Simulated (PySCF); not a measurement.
AlI3, SMILES [I][Al]([I])[I], CAM-B3LYP/def2-SVP optimised geometry. Atoms within 1.6 Å of the plane z = 1.5 Å (x, y, z in Å): Al1 (-0.61, 0.00, 0.00), I2 (-1.84, 2.12, 0.00), I3 (1.84, 0.00, 0.00), I4 (-1.84, -2.12, 0.00).

Method: PySCF with CAM-B3LYP/def2-TZVP, def2 effective core potentials past Kr. The core electrons that the potentials of I replace are not part of the density.

Map of the electron localisation function on the plane z = 1.5 Å:

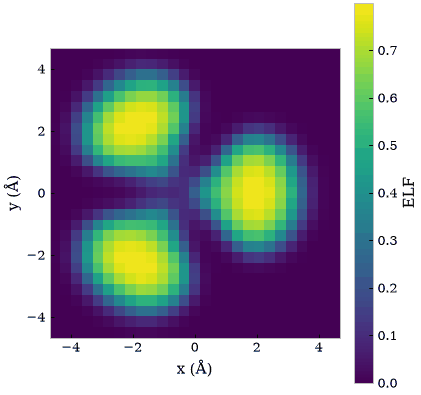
Electron localisation function on the plane z = 1.5 Å.
